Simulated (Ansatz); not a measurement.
## Run report: In$_{2}$N$_{3}$ (charge −1), geometry relaxation (part 2 of 2)

The same run, continued: In$_{2}$N$_{3}$, charge −1; RKS PBE0-D4/def2-SVPD (Ansatz 0.2.0). The geometry: GFN1-xTB start.

Geometry of the input (Å):
```
In 1.7802  -0.1948  0.4361
In -0.9895  1.4709  -0.5008
N  1.1693  1.8952  -0.0869
N  -1.2807  -2.0716  0.0969
N  -0.6794  -1.0997  0.0547
```

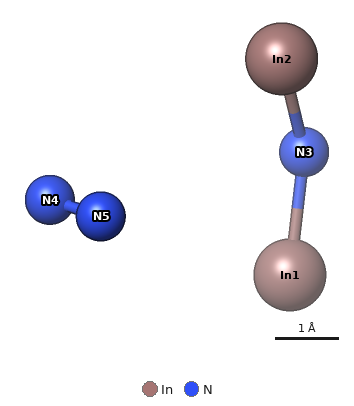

**Figure 1.** The geometry at step 24 of the log (ball-and-stick view, seen at a tilt; atoms are numbered from 1 in the order of the input).

Trajectory as extended XYZ, continued
```
5
Properties=species:S:1:pos:R:3:forces:R:3 step=7 energy=-14810.57841 accepted=F
In    2.2266    0.2444    0.4902    0.0131  -0.0006   0.0004
In   -0.8195    2.0671   -0.5317   -0.0063   0.0111  -0.0059
N     1.1487    1.7850   -0.2253   -0.0065  -0.0145  -0.0035
N    -1.4506   -2.4838   -0.1448   -0.4762  -1.2323  -0.8234
N    -1.1052   -1.6127    0.4116    0.4758   1.2364   0.8324
5
Properties=species:S:1:pos:R:3:forces:R:3 step=8 energy=-14810.58294
In    2.2312    0.2575    0.4960    0.0123  -0.0057  -0.0003
In   -0.8131    2.0769   -0.5251   -0.0101   0.0078  -0.0075
N     1.1568    1.7954   -0.2303   -0.0042  -0.0102  -0.0018
N    -1.4756   -2.5138   -0.1269    0.0957   0.1985   0.0769
N    -1.0992   -1.6160    0.3863   -0.0937  -0.1904  -0.0674
5
Properties=species:S:1:pos:R:3:forces:R:3 step=9 energy=-14810.58937
In    2.2273    0.2357    0.4891   -0.0020   0.0201  -0.0079
In   -0.8266    2.0634   -0.5347    0.0198   0.0073  -0.0004
N     1.1419    1.7697   -0.2328   -0.0202  -0.0345   0.0019
N    -1.4191   -2.4546   -0.1812   -0.0603  -0.2028  -0.1867
N    -1.1236   -1.6142    0.4595    0.0627   0.2099   0.1931
5
Properties=species:S:1:pos:R:3:forces:R:3 step=10 energy=-14810.59057
In    2.2468    0.2446    0.4901    0.0004   0.0009  -0.0004
In   -0.8269    2.0859   -0.5407    0.0001   0.0011  -0.0002
N     1.1324    1.7544   -0.2330   -0.0046  -0.0123  -0.0056
N    -1.4176   -2.4545   -0.1910   -0.0915  -0.3008  -0.2769
N    -1.1347   -1.6305    0.4746    0.0957   0.3111   0.2832
5
Properties=species:S:1:pos:R:3:forces:R:3 step=11 energy=-14810.27288 accepted=F
In    2.2915    0.2479    0.4840   -0.0325   0.0120  -0.0066
In   -0.8385    2.1278   -0.5642    0.0297  -0.0231   0.0134
N     1.0987    1.6905   -0.2496   -0.0171  -0.0178   0.0007
N    -1.3285   -2.3723   -0.3070    0.7888   5.0733   7.0552
N    -1.2231   -1.6938    0.6367   -0.7689  -5.0444  -7.0626
5
Properties=species:S:1:pos:R:3:forces:R:3 step=12 energy=-14810.59573
In    2.2480    0.2327    0.5099    0.0085  -0.0129   0.0063
In   -0.8446    2.0882   -0.5312   -0.0171   0.0024  -0.0019
N     1.1072    1.6933   -0.2654    0.0057   0.0031  -0.0091
N    -1.3623   -2.3890   -0.2377    0.0491   0.1406   0.1127
N    -1.1483   -1.6253    0.5245   -0.0461  -0.1331  -0.1079
5
Properties=species:S:1:pos:R:3:forces:R:3 step=13 energy=-14810.59735
In    2.2407    0.2186    0.5170   -0.0086   0.0135  -0.0068
In   -0.8555    2.0782   -0.5277    0.0174  -0.0018   0.0021
N     1.0972    1.6697   -0.2766   -0.0089  -0.0141   0.0006
N    -1.3316   -2.3498   -0.2555    0.0068  -0.0032  -0.0249
N    -1.1508   -1.6168    0.5428   -0.0067   0.0056   0.0289
5
Properties=species:S:1:pos:R:3:forces:R:3 step=14 energy=-14810.59732 accepted=F
In    2.2304    0.2123    0.5304    0.0107  -0.0007   0.0013
In   -0.8614    2.0716   -0.5164   -0.0069   0.0092  -0.0040
N     1.0900    1.6426   -0.3015   -0.0018  -0.0066   0.0001
N    -1.2970   -2.3068   -0.2769   -0.0748  -0.4021  -0.5039
N    -1.1621   -1.6196    0.5645    0.0727   0.4002   0.5065
5
Properties=species:S:1:pos:R:3:forces:R:3 step=15 energy=-14810.59828
In    2.2397    0.2187    0.5225   -0.0034   0.0096  -0.0049
In   -0.8570    2.0796   -0.5232    0.0110   0.0010   0.0002
N     1.0948    1.6580   -0.2895   -0.0084  -0.0132   0.0022
N    -1.3139   -2.3307   -0.2696    0.0103   0.0220   0.0101
N    -1.1636   -1.6256    0.5598   -0.0095  -0.0193  -0.0075
5
Properties=species:S:1:pos:R:3:forces:R:3 step=16 energy=-14810.59894
In    2.2530    0.2242    0.5314   -0.0048   0.0028  -0.0017
In   -0.8605    2.0960   -0.5217    0.0043  -0.0027   0.0016
N     1.0810    1.6288   -0.2996   -0.0008  -0.0035  -0.0023
N    -1.3004   -2.3154   -0.2808   -0.0013  -0.0357  -0.0599
N    -1.1731   -1.6336    0.5708    0.0026   0.0391   0.0623
5
Properties=species:S:1:pos:R:3:forces:R:3 step=17 energy=-14810.59899
In    2.2492    0.2232    0.5338    0.0011  -0.0016   0.0010
In   -0.8597    2.0930   -0.5210   -0.0025   0.0006  -0.0001
N     1.0827    1.6295   -0.3016    0.0002  -0.0020  -0.0029
N    -1.2968   -2.3110   -0.2837   -0.0112  -0.0890  -0.1263
N    -1.1754   -1.6348    0.5725    0.0123   0.0920   0.1284
5
Properties=species:S:1:pos:R:3:forces:R:3 step=18 energy=-14810.59970
In    2.2513    0.2258    0.5516    0.0001   0.0006  -0.0003
In   -0.8619    2.1000   -0.5157   -0.0024   0.0012  -0.0004
N     1.0739    1.5998   -0.3210    0.0010  -0.0041   0.0002
N    -1.2684   -2.2781   -0.3058    0.0036   0.0133   0.0132
N    -1.1950   -1.6475    0.5909   -0.0023  -0.0110  -0.0128
5
Properties=species:S:1:pos:R:3:forces:R:3 step=19 energy=-14810.56730 accepted=F
In    2.2676    0.2292    0.5730   -0.0559   0.0573  -0.0385
In   -0.8708    2.1204   -0.5103    0.0776  -0.0248   0.0092
N     1.0485    1.5355   -0.3540   -0.0243  -0.0343   0.0332
N    -1.2039   -2.2030   -0.3489   -0.1088   1.4180   2.7111
N    -1.2415   -1.6822    0.6402    0.1114  -1.4162  -2.7150
5
Properties=species:S:1:pos:R:3:forces:R:3 step=20 energy=-14810.59732 accepted=F
In    2.2490    0.2244    0.5627   -0.0006   0.0053  -0.0029
In   -0.8631    2.1004   -0.5136    0.0000   0.0031  -0.0013
N     1.0691    1.5805   -0.3350   -0.0006  -0.0093   0.0059
N    -1.2373   -2.2414   -0.3274    0.0132   0.4549   0.7475
N    -1.2176   -1.6640    0.6133   -0.0120  -0.4540  -0.7492
5
Properties=species:S:1:pos:R:3:forces:R:3 step=21 energy=-14810.59978
In    2.2524    0.2230    0.5536   -0.0034   0.0046  -0.0022
In   -0.8654    2.1006   -0.5153    0.0054  -0.0008   0.0010
N     1.0676    1.5876   -0.3242   -0.0024  -0.0045   0.0011
N    -1.2583   -2.2641   -0.3107    0.0063   0.0518   0.0733
N    -1.1962   -1.6471    0.5967   -0.0058  -0.0511  -0.0732
5
Properties=species:S:1:pos:R:3:forces:R:3 step=22 energy=-14810.59991
In    2.2567    0.2301    0.5642    0.0002  -0.0006   0.0010
In   -0.8652    2.1113   -0.5082   -0.0015   0.0003   0.0006
N     1.0606    1.5667   -0.3394    0.0005  -0.0010  -0.0014
N    -1.2502   -2.2549   -0.3172    0.0009   0.0024   0.0016
N    -1.2020   -1.6531    0.6006   -0.0001  -0.0011  -0.0017
5
Properties=species:S:1:pos:R:3:forces:R:3 step=23 energy=-14810.59960 accepted=F
In    2.2687    0.2500    0.6049   -0.0585   0.0572  -0.0440
In   -0.8688    2.1441   -0.4803    0.0850  -0.0303   0.0064
N     1.0307    1.4837   -0.3938   -0.0271  -0.0275   0.0386
N    -1.2213   -2.2208   -0.3373    0.0010   0.0870   0.1475
N    -1.2094   -1.6570    0.6065   -0.0004  -0.0863  -0.1485
5
Properties=species:S:1:pos:R:3:forces:R:3 step=24 energy=-14810.59998
In    2.2589    0.2374    0.5839   -0.0110   0.0128  -0.0083
In   -0.8678    2.1226   -0.4932    0.0174  -0.0046   0.0017
N     1.0471    1.5268   -0.3679   -0.0064  -0.0080   0.0072
N    -1.2323   -2.2333   -0.3281    0.0012   0.0410   0.0678
N    -1.2059   -1.6536    0.6052   -0.0011  -0.0412  -0.0684
5
Properties=species:S:1:pos:R:3:forces:R:3 step=25 energy=-14810.60001
In    2.2599    0.2397    0.5855   -0.0099   0.0109  -0.0072
In   -0.8667    2.1251   -0.4922    0.0147  -0.0043   0.0016
N     1.0469    1.5257   -0.3692   -0.0052  -0.0071   0.0061
N    -1.2348   -2.2366   -0.3275    0.0004   0.0123   0.0202
N    -1.2052   -1.6539    0.6034    0.0000  -0.0119  -0.0206
5
Properties=species:S:1:pos:R:3:forces:R:3 step=26 energy=-14810.60005
In    2.2643    0.2445    0.5910   -0.0044   0.0032  -0.0012
In   -0.8659    2.1323   -0.4907    0.0043  -0.0022   0.0019
N     1.0410    1.5135   -0.3717   -0.0006  -0.0020  -0.0005
N    -1.2360   -2.2384   -0.3285    0.0008   0.0038   0.0041
N    -1.2035   -1.6519    0.5998   -0.0002  -0.0028  -0.0043
5
Properties=species:S:1:pos:R:3:forces:R:3 step=27 energy=-14810.60006
In    2.2743    0.2627    0.6156   -0.0357   0.0318  -0.0248
In   -0.8632    2.1567   -0.4758    0.0469  -0.0188   0.0049
N     1.0231    1.4652   -0.3999   -0.0127  -0.0154   0.0203
N    -1.2271   -2.2285   -0.3385    0.0008  -0.0079  -0.0162
N    -1.2070   -1.6560    0.5986    0.0007   0.0103   0.0158
5
Properties=species:S:1:pos:R:3:forces:R:3 step=28 energy=-14810.60016
In    2.2673    0.2553    0.6105   -0.0145   0.0142  -0.0099
In   -0.8653    2.1456   -0.4771    0.0200  -0.0069   0.0025
N     1.0262    1.4732   -0.3959   -0.0058  -0.0076   0.0077
N    -1.2247   -2.2238   -0.3370    0.0000  -0.0077  -0.0133
N    -1.2034   -1.6503    0.5995    0.0003   0.0079   0.0129
5
Properties=species:S:1:pos:R:3:forces:R:3 step=29 energy=-14810.60028
In    2.2661    0.2637    0.6261   -0.0199   0.0219  -0.0170
In   -0.8640    2.1530   -0.4641    0.0305  -0.0090   0.0013
N     1.0145    1.4402   -0.4176   -0.0100  -0.0116   0.0164
N    -1.2140   -2.2093   -0.3441   -0.0006  -0.0002   0.0014
N    -1.2026   -1.6476    0.5998    0.0001  -0.0010  -0.0021
5
Properties=species:S:1:pos:R:3:forces:R:3 step=30 energy=-14810.60040
In    2.2681    0.2818    0.6457   -0.0354   0.0362  -0.0333
In   -0.8577    2.1691   -0.4467    0.0536  -0.0182  -0.0009
N     1.0015    1.4018   -0.4442   -0.0182  -0.0175   0.0349
N    -1.2108   -2.2070   -0.3496    0.0002   0.0084   0.0140
N    -1.2010   -1.6458    0.5948   -0.0003  -0.0089  -0.0147
5
Properties=species:S:1:pos:R:3:forces:R:3 step=31 energy=-14810.59170 accepted=F
In    2.3138    0.3313    0.7079   -0.3051   0.2040  -0.2451
In   -0.8490    2.2407   -0.4351    0.3534  -0.1936   0.0050
N     0.9104    1.2279   -0.4573   -0.0453  -0.0070   0.2362
N    -1.2092   -2.2020   -0.3643   -0.0082  -0.2509  -0.4059
N    -1.1659   -1.5979    0.5488    0.0052   0.2474   0.4098
5
Properties=species:S:1:pos:R:3:forces:R:3 step=32 energy=-14810.60095
In    2.2784    0.3024    0.6604    0.0266  -0.0172   0.0215
In   -0.8469    2.1917   -0.4440   -0.0309   0.0179   0.0003
N     0.9768    1.3561   -0.4436    0.0039  -0.0015  -0.0223
N    -1.2149   -2.2152   -0.3524    0.0020  -0.0423  -0.0779
N    -1.1933   -1.6350    0.5795   -0.0016   0.0431   0.0784
5
Properties=species:S:1:pos:R:3:forces:R:3 step=33 energy=-14810.60269
In    2.2973    0.3384    0.6877   -0.0223   0.0216  -0.0193
In   -0.8296    2.2332   -0.4357    0.0389  -0.0152   0.0009
N     0.9343    1.2696   -0.4588   -0.0191  -0.0099   0.0192
N    -1.1976   -2.1983   -0.3708    0.0036   0.0527   0.0781
N    -1.2043   -1.6430    0.5776   -0.0011  -0.0492  -0.0790
5
Properties=species:S:1:pos:R:3:forces:R:3 step=34 energy=-14810.60251 accepted=F
In    2.3010    0.3459    0.6908   -0.0395   0.0352  -0.0357
In   -0.8253    2.2409   -0.4349    0.0579  -0.0238  -0.0003
N     0.9084    1.2218   -0.4664   -0.0205  -0.0123   0.0402
N    -1.1621   -2.1485   -0.3879   -0.0357   0.2782   0.5663
N    -1.2219   -1.6601    0.5985    0.0377  -0.2773  -0.5705
5
Properties=species:S:1:pos:R:3:forces:R:3 step=35 energy=-14810.60350
In    2.3003    0.3476    0.6903   -0.0104   0.0147  -0.0108
In   -0.8240    2.2409   -0.4332    0.0196  -0.0035   0.0003
N     0.9192    1.2427   -0.4618   -0.0116  -0.0143   0.0122
N    -1.1882   -2.1853   -0.3762    0.0022   0.0361   0.0544
N    -1.2073   -1.6459    0.5809    0.0003  -0.0331  -0.0561
5
Properties=species:S:1:pos:R:3:forces:R:3 step=36 energy=-14810.60530
In    2.3128    0.3727    0.6998   -0.0371   0.0309  -0.0337
In   -0.8096    2.2661   -0.4302    0.0516  -0.0228  -0.0008
N     0.8823    1.1795   -0.4611   -0.0171  -0.0113   0.0365
N    -1.1791   -2.1748   -0.3845    0.0060  -0.0289  -0.0648
N    -1.2064   -1.6435    0.5760   -0.0033   0.0321   0.0629
5
Properties=species:S:1:pos:R:3:forces:R:3 step=37 energy=-14810.60724
In    2.3262    0.4082    0.7060   -0.1171   0.0648  -0.1008
In   -0.7871    2.2964   -0.4242    0.1370  -0.0888  -0.0073
N     0.8263    1.0852   -0.4622   -0.0219   0.0233   0.1121
N    -1.1546   -2.1417   -0.4002   -0.0065   0.0752   0.1439
N    -1.2108   -1.6481    0.5806    0.0085  -0.0745  -0.1479
5
Properties=species:S:1:pos:R:3:forces:R:3 step=38 energy=-14810.61025
In    2.3330    0.4319    0.7018   -0.0879   0.0449  -0.0793
In   -0.7672    2.3129   -0.4264    0.1068  -0.0738  -0.0095
N     0.7861    1.0272   -0.4463   -0.0190   0.0313   0.0932
N    -1.1399   -2.1226   -0.4092   -0.0075   0.0523   0.1080
N    -1.2121   -1.6494    0.5801    0.0077  -0.0547  -0.1125
5
Properties=species:S:1:pos:R:3:forces:R:3 step=39 energy=-14810.61860
In    2.4171    0.5488    0.6371    0.0071  -0.0045  -0.0038
In   -0.6672    2.4217   -0.4901    0.0043  -0.0068  -0.0067
N     0.6824    0.9446   -0.2966   -0.0259  -0.0097   0.0155
N    -1.1506   -2.1547   -0.4337   -0.0061   0.0468   0.0946
N    -1.2818   -1.7604    0.5834    0.0207  -0.0258  -0.0997
5
Properties=species:S:1:pos:R:3:forces:R:3 step=40 energy=-14810.62271
In    2.4303    0.5439    0.5971    0.0039  -0.0002  -0.0030
In   -0.6546    2.4178   -0.5331    0.0026  -0.0009  -0.0038
N     0.6178    0.8993   -0.1947   -0.0125  -0.0071   0.0093
N    -1.1238   -2.1180   -0.4455    0.0023   0.0052   0.0025
N    -1.2696   -1.7429    0.5762    0.0037   0.0031  -0.0050
```

Results in brief

```csv
quantity,value
outcome,converged
total energy,−14810.6227 eV
mean-field energy,−14810.4458 eV
dispersion energy,−0.1770 eV
HOMO,−0.77 eV
LUMO,2.79 eV
largest force (length of the vector) at the end,0.017 eV/Å
hardware,"4 threads of Arm Neoverse V1, 23 GiB of memory available, shared host"
wall time,77 s (CPU time 4.7 min)
peak memory,0.35 GiB
```
